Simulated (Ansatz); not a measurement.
**F2H2O2Si···SiH4···H2O: density, localisation and related maps**

```yaml
atoms:
  - { symbol: Si, position_ang: [-1.8885, 0.1312, -0.2841] }
  - { symbol: Si, position_ang: [2.3577, -0.6033, -0.7629] }
  - { symbol: F, position_ang: [-1.2345, -0.1093, -1.7003] }
  - { symbol: F, position_ang: [-1.7416, -1.2146, 0.5181] }
  - { symbol: O, position_ang: [-3.4249, 0.5850, -0.4656] }
  - { symbol: H, position_ang: [0.4887, 0.5966, 1.6662] }
  - { symbol: O, position_ang: [-1.0915, 1.2376, 0.5845] }
  - { symbol: H, position_ang: [1.2719, -1.5548, -0.4200] }
  - { symbol: O, position_ang: [1.2706, 0.1445, 2.0047] }
  - { symbol: H, position_ang: [2.8436, -0.9440, -2.1303] }
  - { symbol: H, position_ang: [1.8413, 0.7869, -0.7983] }
  - { symbol: H, position_ang: [3.4914, -0.7286, 0.1821] }
  - { symbol: H, position_ang: [-3.9642, 0.1712, -1.1408] }
  - { symbol: H, position_ang: [-1.1571, 2.1620, 0.3402] }
  - { symbol: H, position_ang: [0.9370, -0.6608, 2.4064] }
```

The product side of a reaction path; geometry: PBE0-D4/def2-TZVP.

These are results of Ansatz 0.2.0, RKS PBE0-D4/def2-TZVPP, not measurements.

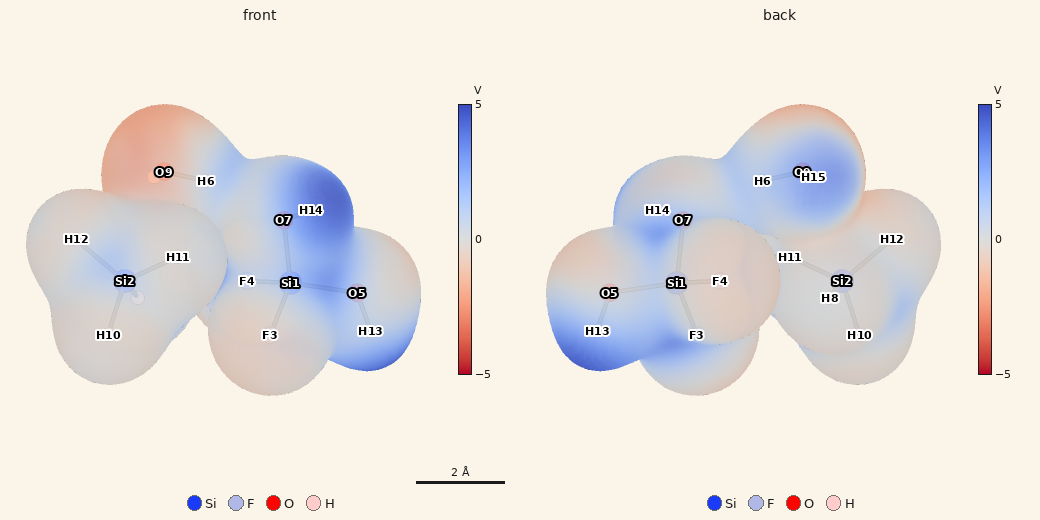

Figure 1. The electrostatic potential painted on the density surface at 0.004 e/bohr³, seen from the front and from behind; red is negative and blue positive.

> Where is the surface potential most negative and most positive?

The most negative region (about −2.0 V) lies over O9, the most positive (about +4.3 V) over H13 and H14. O9 is the likeliest acceptor of a hydrogen bond.

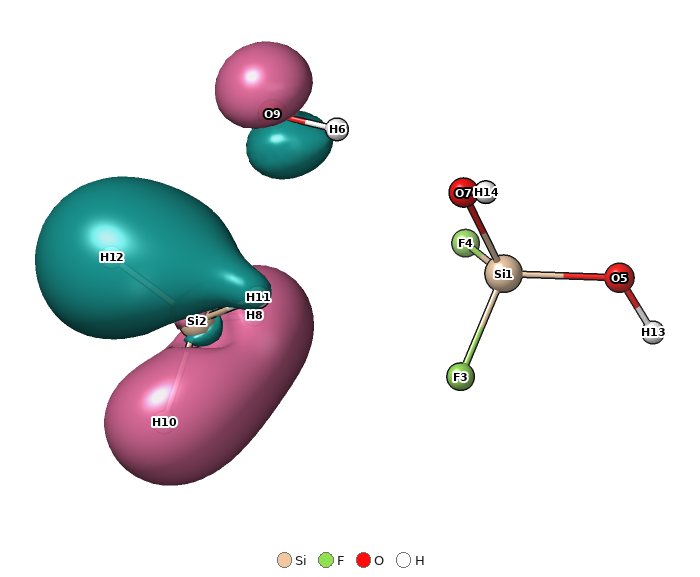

Figure 2. The HOMO−1 at ±0.1 Å⁻³ᐟ² (teal and pink are the two phases), seen across its widest extent.

> Where does this orbital lie, and at what energy?

Its weight (Hirshfeld) is mainly on Si2 (about 40 %), H12 (about 25 %), H10 (about 15 %), H8 (about 10 %) and O9 (about 10 %). Its energy is −9.27 eV.

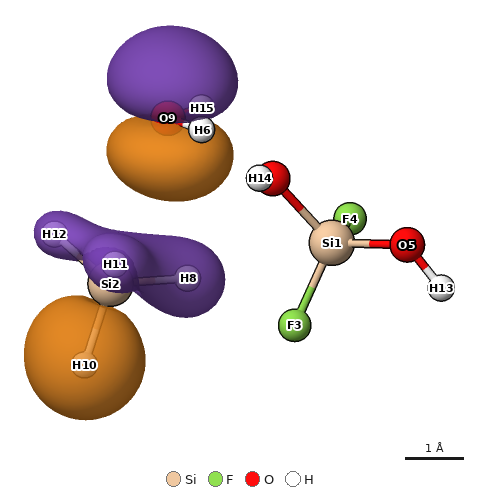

Figure 3. The HOMO at ±0.08 Å⁻³ᐟ² (orange and purple are the two phases), seen at a tilt.

> What is the character of this orbital?

It lies mainly on O9 (about 65 %), Si2 (about 10 %) and H10 (about 10 %). Its energy is −8.45 eV.
